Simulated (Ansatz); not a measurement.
We consider double-hcp La, described by revPBE in Ansatz (plane waves, PAW).

Settings: plane-wave cutoff 520 eV, 18×18×6 k mesh (along the axes of the cell as run), Fermi–Dirac smearing 0.05 eV, scalar-relativistic PAW data made under PBE.

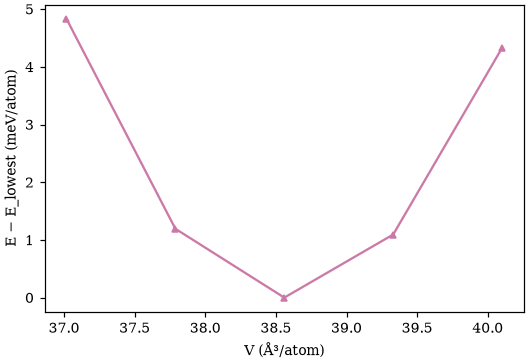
Total energy against volume

**Question.** From the curve, estimate the equilibrium volume and the bulk modulus.

**Answer.** V0 ≈ 38.6 Å³/atom and B0 ≈ 24 GPa; the fit gives V0 = 38.568 Å³/atom, B0 = 23.7 GPa, B′ = 2.3.

Shape and atoms are relaxed at each volume.

Measured, for comparison: bulk modulus 27.9 GPa (room temperature, not corrected to a static lattice; as tabulated in Wikipedia's data pages). Computed (rounded) less measured: bulk modulus -15 %.

Note: the bulk modulus comes from volumes at which shape and atoms were relaxed.

Spin–orbit coupling is not included.

The computed numbers hold no vibrational or temperature effects.

Ansatz is a quantum-chemistry and plane-wave program.
